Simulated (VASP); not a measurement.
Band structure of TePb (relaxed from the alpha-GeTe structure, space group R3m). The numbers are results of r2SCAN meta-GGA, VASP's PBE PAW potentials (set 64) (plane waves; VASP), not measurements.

Unless said otherwise, spin-orbit coupling is left out, though it shifts the bands of the heavy elements here.

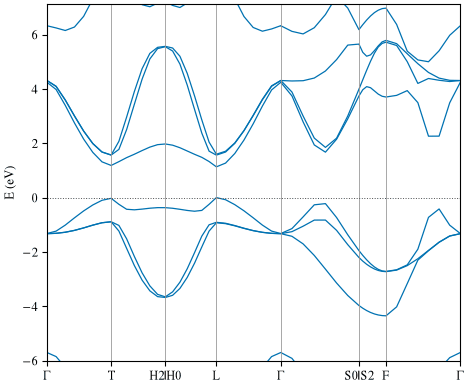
Bands along high-symmetry lines, zero at the valence-band maximum or, without a gap, the Fermi level

### Question
Read the plot: is there a gap, and where are the band edges?

### Answer
The gap is direct, 1.13 eV, from the valence maximum at L to the conduction minimum at L.

The structure was generated: TePb was put into the alpha-GeTe type (R3m), which need not be its known phase. It was relaxed first, which changed the volume by -14 %.
